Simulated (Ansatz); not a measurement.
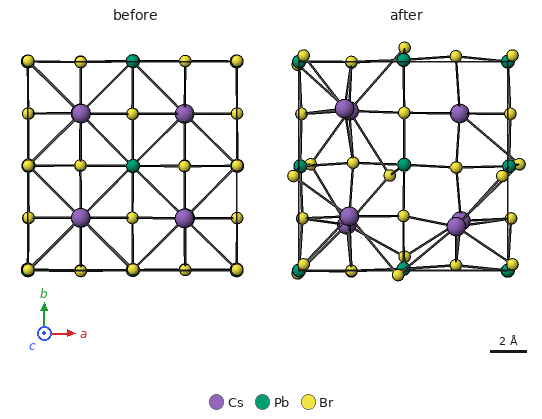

The structure of a defect cell of composition Cs7Pb8Br23 before (left) and after (right) a relaxation, at one scale.

A ball-and-stick model of the cell of the calculation (origin shifted), seen along the c axis.

The calculation used Ansatz, DFT, PBEsol, PAW, plane waves. (plane-wave cutoff 420 eV; k-point mesh 1 × 1 × 1; mesh shifted by (0.25, 0.25, 0.25); no spin polarisation; atoms relaxed in a fixed cell; force threshold 0.03 eV/Å; at most 80 steps)

What changed between the two?

The energy falls by 0.946 eV per cell of the calculation in 13 geometry steps. Largest force component: 0.38 eV/Å at the start, 0.015 eV/Å at the end. The largest move is that of a Br atom, 0.92 Å along [−3 −2 0]. By element the largest moves are Br 0.92 Å, Cs 0.51 Å, Pb 0.27 Å. The lattice vectors keep their values. Among the contacts that change: Br–Cs 4.171 → 5.263 Å, Br–Cs 4.115 → 4.973 Å, Br–Cs 4.155 → 4.995 Å, Br–Cs 4.175 → 5.008 Å. Bond angles that change, for instance: Pb–Br–Pb 178.1° → 138.6°, Cs–Br–Cs 90.0° → 118.7°, Pb–Br–Pb 179.4° → 151.3°.
